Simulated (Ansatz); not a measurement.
```yaml
atoms:
  - { symbol: Si, position_ang: [-0.1518, 0.7227, 0.8354] }
  - { symbol: S, position_ang: [1.7301, 0.8958, -0.0928] }
  - { symbol: F, position_ang: [-1.3312, 0.9137, -0.2064] }
  - { symbol: F, position_ang: [-0.2313, 1.9065, 1.8825] }
  - { symbol: H, position_ang: [-0.3856, -0.5572, 1.5216] }
  - { symbol: H, position_ang: [-0.7853, -1.5621, -1.6127] }
  - { symbol: H, position_ang: [-0.3447, -2.1441, -1.4538] }
  - { symbol: H, position_ang: [1.4999, -0.1753, -0.8736] }
```

The reactant side of a reaction path; geometry: PBE0-D4/def2-TZVP.

All numbers below come from Ansatz, RKS PBE0-D4/def2-TZVPP.

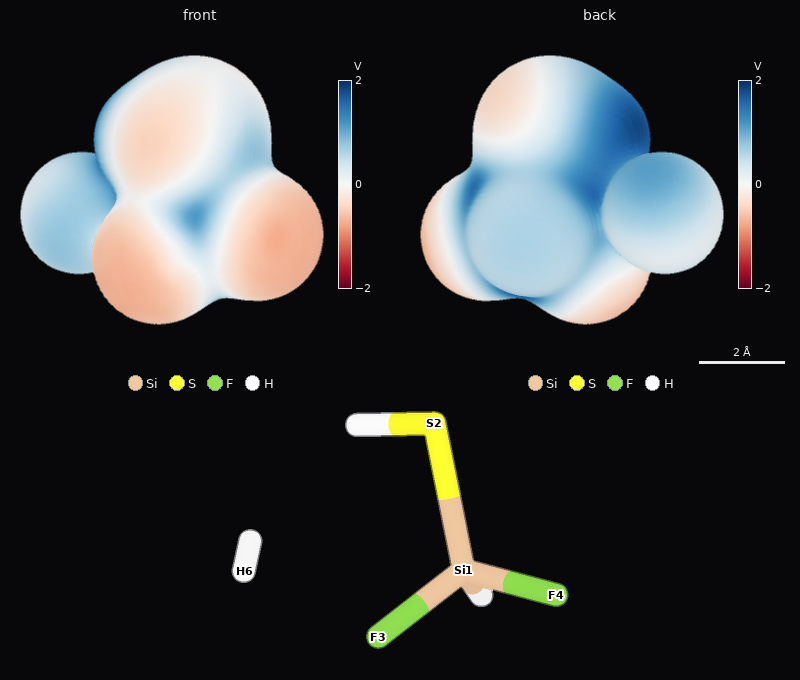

F2H2SSi···H2. The molecular electrostatic potential painted on the density surface at 0.002 e/bohr³, seen from the front and from behind; the colour scale runs from red (negative) to blue (positive). The bare structure is drawn below in the same view.

Which sites attract a positive test charge, and which a negative one?

A positive charge is drawn to the negative regions and a negative charge to the positive ones. The most negative region (about −0.7 V) lies over F3 and F4, the most positive (about +1.8 V) over H8.
